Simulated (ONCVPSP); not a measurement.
Input of ONCVPSP 4.0.1:

```
# ATOM AND REFERENCE CONFIGURATION
# atsym  z   nc   nv     iexc    psfile
  Se 34.00    6    2  -118130      upf
#
#   n    l    f
    1    0    2.00
    2    0    2.00
    2    1    6.00
    3    0    2.00
    3    1    6.00
    3    2   10.00
    4    0    1.50
    4    1    4.50
#
# PSEUDOPOTENTIAL AND OPTIMIZATION
# lmax
    2
#
#   l,   rc,      ep,       ncon, nbas, qcut
    0    1.30    0.00    3    8    5.40
    1    1.45    0.00    3    6    6.10
    2    1.55    0.03    3    6    6.00
#
# LOCAL POTENTIAL
# lloc, lpopt,  rc(5),   dvloc0
    4    5    0.95    1.00
#
# VANDERBILT-KLEINMAN-BYLANDER PROJECTORs
# l, nproj, debl
    0    2    3.10
    1    2    0.80
    2    2    1.20
#
# MODEL CORE CHARGE
# icmod, fcfact, rcfact
    3    3.00    1.00
#
# LOG DERIVATIVE ANALYSIS
# epsh1, epsh2, depsh
   -2.00    5.00    0.02
#
# OUTPUT GRID
# rlmax, drl
    6.00    0.01
#
# TEST CONFIGURATIONS
# ncnf
    4
# nvcnf
#   n    l    f
    2
    4    0    2.00
    4    1    4.00
#
    2
    4    0    2.00
    4    1    3.00
#
    2
    4    0    2.00
    4    1    2.00
#
    2
    4    0    1.00
    4    1    4.00
#
```

Launched with:
```bash
oncvpspnr.x < Se.dat > Se.out
```

Functional and relativity: Wu-Cohen, non-relativistic.

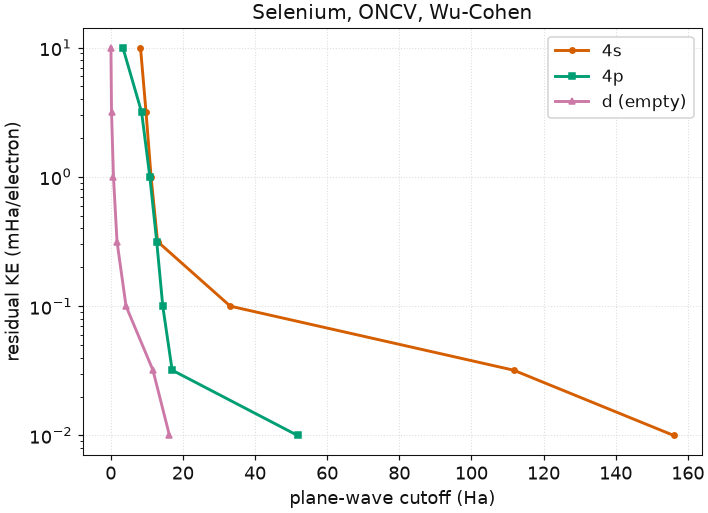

Residual kinetic energy of the pseudo-waves (the first of each channel, and further valence shells) beyond the plane-wave cutoff, as the generator prints it.

Question: Which cutoffs does the potential need for its occupied states?

Answer: 11 Ha for 1 mHa and 33 Ha for 0.1 mHa per electron. The first is set by 4s.

Question: At which cutoff does each wave reach 1 mHa per electron?

Answer: 4s: 11 Ha; 4p: 11 Ha; d (empty): 0.7 Ha.

The potential isn't sound: its ghost test gives GHOST(-) flagged for d at -31.7 eV; GHOST(+) flagged for s at 14.3 eV, p at 106.1 eV.
